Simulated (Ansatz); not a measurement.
ZnAu: response to strain

Consider ZnAu in the CsCl type structure (space group Pm-3m, No. 221; a = 3.129 Å; relaxed with 0.1 eV smearing).

Strains are applied to the cell and any free atomic positions relax.

The values are results of PBEsol (Ansatz, a first-principles code), scalar-relativistic without spin-orbit coupling, not measurements.

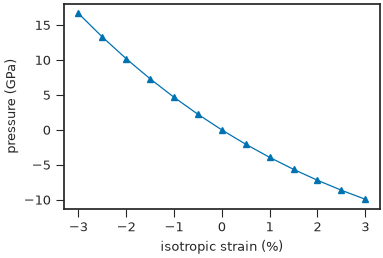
Fig. 1. Pressure against isotropic strain

```json
[
 {"isotropic strain (%)": "-3", "pressure": "16.7 GPa"},
 {"isotropic strain (%)": "-2.5", "pressure": "13.3 GPa"},
 {"isotropic strain (%)": "-2", "pressure": "10.2 GPa"},
 {"isotropic strain (%)": "-1.5", "pressure": "7.3 GPa"},
 {"isotropic strain (%)": "-1", "pressure": "4.7 GPa"},
 {"isotropic strain (%)": "-0.5", "pressure": "2.2 GPa"},
 {"isotropic strain (%)": "0.5", "pressure": "-2.0 GPa"},
 {"isotropic strain (%)": "1", "pressure": "-3.9 GPa"},
 {"isotropic strain (%)": "1.5", "pressure": "-5.6 GPa"},
 {"isotropic strain (%)": "2", "pressure": "-7.2 GPa"},
 {"isotropic strain (%)": "2.5", "pressure": "-8.6 GPa"},
 {"isotropic strain (%)": "3", "pressure": "-9.9 GPa"}
]
```

No phonon test of stability was made.
